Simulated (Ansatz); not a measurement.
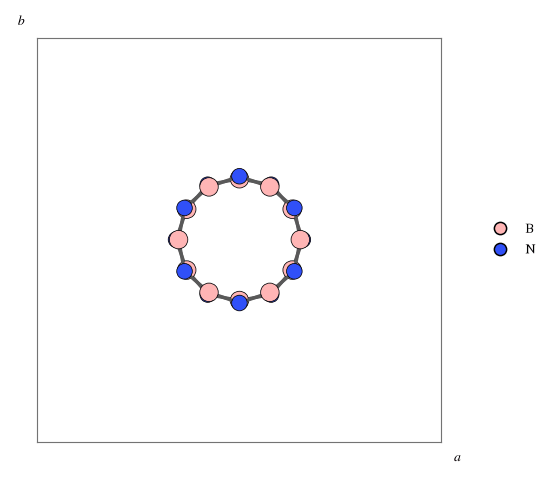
1 relaxed period of a body that repeats along c, seen along c; the cell edge a is 16.0 Å long

Level of theory: PBE (plane waves to 420 eV, PAW; Ansatz, a quantum-chemistry and plane-wave program). Mesh 1×1×8. No spin polarisation. It repeats along c; a and b span vacuum. A model structure. Only distortions within the start's symmetry and period were free.

Question: What is drawn, and how wide is it?

Answer: This is not unique; one that fits is (6,0) BN nanotube. An idealised model, rolled from the flat sheet.
It measures about 5 Å across, from nucleus to nucleus.
